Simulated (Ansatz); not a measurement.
# Refining one setting for YZr (Fd-3m, 4 atoms in the cell)

```yaml
crystal:
  lattice:
    - [0.00000, 3.71492, 3.71492]
    - [3.71492, 0.00000, 3.71492]
    - [3.71492, 3.71492, 0.00000]
  atoms:
    - { symbol: Y, position: [0.75000, 0.75000, 0.75000] }
    - { symbol: Y, position: [0.50000, 0.50000, 0.50000] }
    - { symbol: Zr, position: [0.00000, 0.00000, 0.00000] }
    - { symbol: Zr, position: [0.25000, 0.25000, 0.25000] }
```

Method of the run: PBE (plane waves, PAW; Ansatz, a quantum-chemistry and plane-wave program).

The starting cell was generated: these elements placed on a structure prototype, without a prior relaxation; it need not be a known phase or ordering of this composition. Its lattice was rescaled by a random factor within 2.5 % of one. Ansatz's pressure includes its estimate of the finite-basis (Pulay) stress.

Held fixed: kpoints.mp_grid.grid = 10 10 10; hamiltonian.xc = pbe; hamiltonian.pseudopotentials = {kind: paw} (the program's default PAW files); scf.occupations.method = methfessel_paxton; scf.occupations.width = 0.136 eV.

ΔF is the free energy per atom less that of the last row (840 eV).

The first pressure column holds Ansatz's estimate of the finite-basis (Pulay) stress, which hides part of the cutoff error; the other is without it.

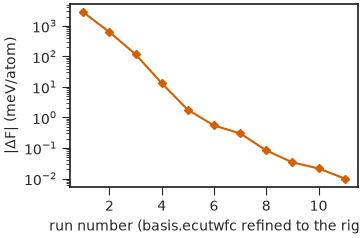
Size of the energy error against the last run of the series; values under 0.01 meV/atom are drawn at 0.01.

| basis.ecutwfc | ΔF (meV/atom) | pressure (GPa) | pressure at a fixed set of plane waves (GPa) | plane waves | iterations |
|---|---|---|---|---|---|
| 170 eV | 2781.2 | 3.20 | -67.17 | 531 | 6 |
| 210 eV | 626.5 | 2.50 | -18.94 | 725 | 6 |
| 250 eV | 116.8 | 2.68 | -2.81 | 941 | 6 |
| 295 eV | 13.2 | 2.59 | 1.76 | 1243 | 6 |
| 335 eV | 1.77 | 2.59 | 2.49 | 1411 | 6 |
| 380 eV | 0.55 | 2.59 | 2.58 | 1759 | 7 |
| 420 eV | 0.30 | 2.59 | 2.58 | 1989 | 6 |
| 485 eV | 0.08 | 2.59 | 2.58 | 2445 | 6 |
| 545 eV | 0.03 | 2.59 | 2.59 | 2975 | 6 |
| 630 eV | 0.02 | 2.59 | 2.59 | 3695 | 6 |
| 735 eV | 0.01 | 2.59 | 2.59 | 4645 | 6 |
| 840 eV | 0.00 | 2.59 | 2.59 | 5769 | 6 |

Energy within 1 meV/atom of the last row: from basis.ecutwfc = 380 eV on; the one before it is off by 1.8 meV/atom.

Keys are those of Ansatz 0.2.
